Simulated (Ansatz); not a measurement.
F₂GaH (SMILES [F][GaH][F])

```xyz
4

F    -1.0124   -0.4971    1.2412
Ga   -0.0227    0.0322   -0.0889
F     1.6599   -0.3307    0.1677
H    -0.5692    0.7354   -1.3402
```

Geometry: PBE0-D4/def2-TZVP.

These are results of Ansatz 0.2.0, RKS PBE0-D4/def2-TZVPP, not measurements.

Q: What will maps of the electron density and electron localisation function show?

A: Ga–F (1.74 Å): the density is about 0.93 e/Å³ at the midpoint; the ELF peaks at about 0.80 in the valence shell of F, 0.5 Å from its nucleus, and is about 0.15 at the midpoint.
Ga–H (1.54 Å): ρ at the midpoint is about 1.1 e/Å³; the ELF climbs to about 1 towards the hydrogen.

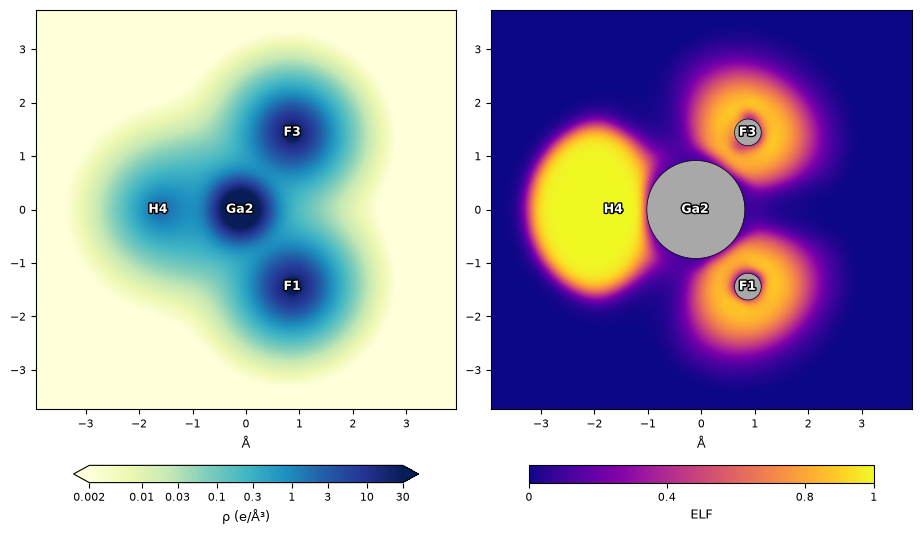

Computed electron density and electron localisation function on the molecular plane, in this order. Grey discs cover the atomic cores in the ELF map. 
